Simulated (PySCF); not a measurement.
NiBr (doublet)

```xyz
2

Ni    0.0000    0.0000   -1.2767
Br    0.0000    0.0000    0.9373
```

Computed with PBE0/def2-TZVPP, non-relativistic Hamiltonian with scalar-relativistic core potentials where named, at a bond length of 2.214 Å (PySCF).

Q: What will maps of the electron density, electron localisation function and spin density show?

A: Ni–Br (2.21 Å): ρ at the midpoint is about 0.68 e/Å³; the ELF peaks at about 0.70 in the valence shell of Br, 1.0 Å from its nucleus, and is about 0.50 at the midpoint.
The unpaired spin (1 electron) lies mostly on Ni1 (about 1.0), in electrons by Hirshfeld's partition.

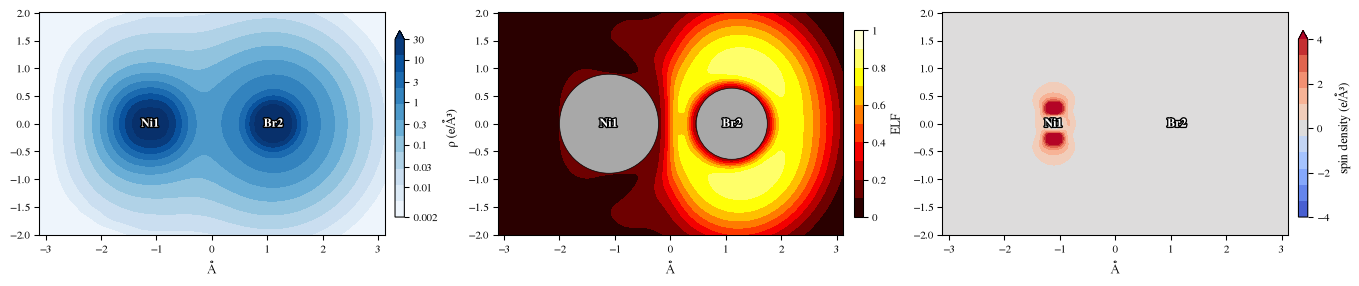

Computed electron density, electron localisation function and spin density on a plane that holds the molecular axis, in this order. Grey discs cover the atomic cores in the ELF map. 
